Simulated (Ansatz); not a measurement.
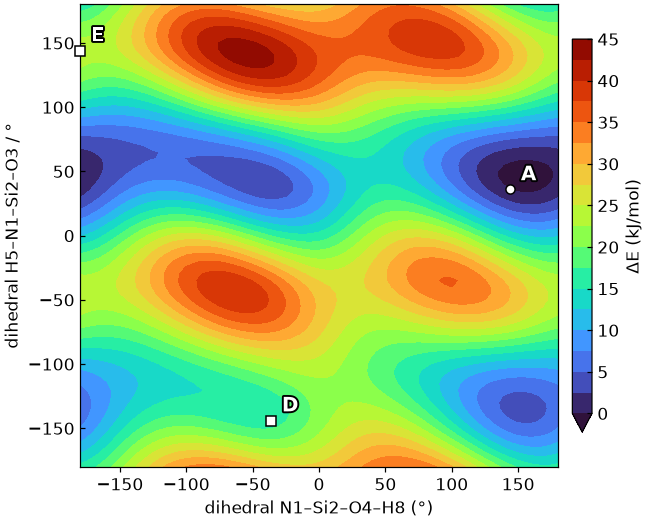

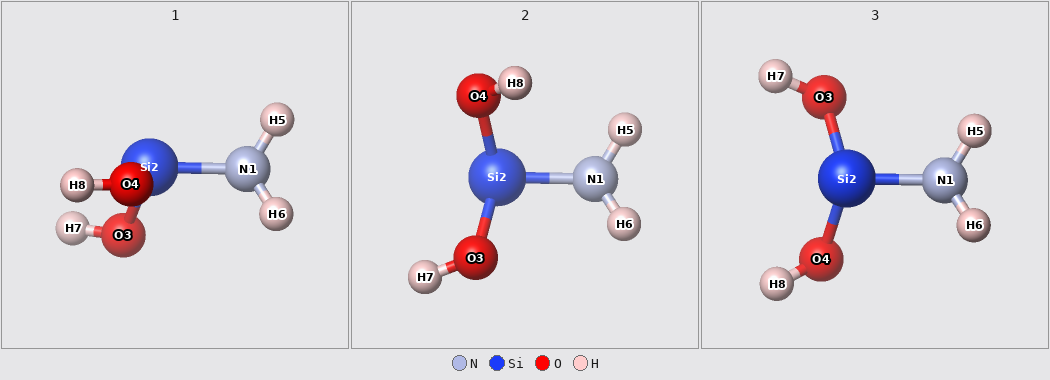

H₄NO₂Si, SMILES N[Si](O)O, spin multiplicity 2. Coordinates scanned: (1) dihedral N1–Si2–O4–H8; (2) dihedral H5–N1–Si2–O3. Nothing is relaxed (all other coordinates rigid). Grid: 10 × 10 points. Energies: kJ/mol, counted from the lowest grid point. Theory: UKS PBE-D4/def2-TZVP (Ansatz).

In the figure: filled contours, lettered points. Between grid points the surface is interpolated. The numbered pictures are the structures at these points, in random order.

### Which structure belongs to which point?

A is structure 3: dihedral N1–Si2–O4–H8 = 144°, dihedral H5–N1–Si2–O3 = 36°, 0.0 kJ/mol; D is structure 2: dihedral N1–Si2–O4–H8 = −36°, dihedral H5–N1–Si2–O3 = −144°, 16.4 kJ/mol; E is structure 1: dihedral N1–Si2–O4–H8 = −180°, dihedral H5–N1–Si2–O3 = 144°, 23.6 kJ/mol.
